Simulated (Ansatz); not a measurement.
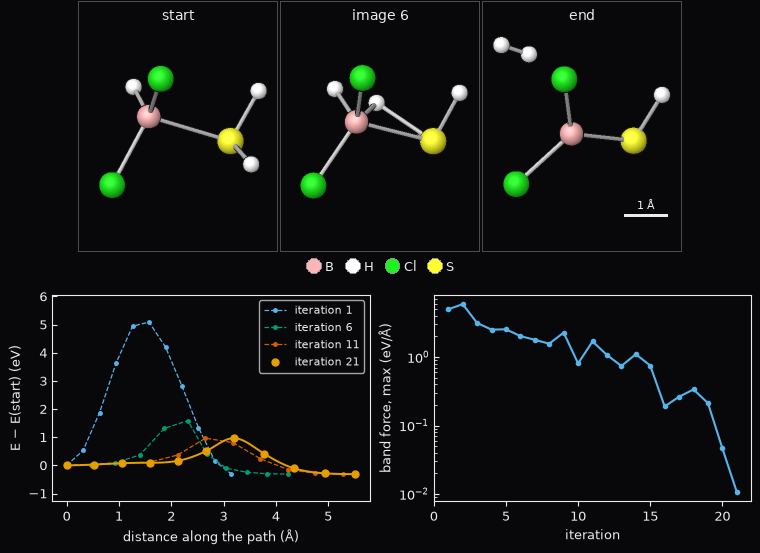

A search for the minimum-energy path of BH$_{3}$SCl$_{2}$ by the nudged elastic band. Images are numbered from 0 (start) to 10 (end). The plot follows the band through its iterations. Style: ball-and-stick. Shown face on.

Method: RKS PBE0-D4/cc-pVDZ in Ansatz. Settings: 9 movable images; climbing image; force threshold 0.03 eV/Å; iteration limit 60; starting path by straight interpolation.

**Judge this run.**

The run is converged, with reservations. The band converged in 21 iterations. The largest component of the band force went from 5 to 0.011 eV/Å. The climbing image converged on the top of the path. Its curvatures weren't checked. The straight starting path can push atoms close together and costs iterations. The first iteration put the highest image at 5.09 eV. Forward barrier 0.97 eV, backward barrier 1.28 eV, with image 6 at the top; the reaction energy is −0.31 eV.

The run took 6.5 min on 2 threads of Arm Neoverse V1, with other jobs on the host, peak memory 0.18 GiB.
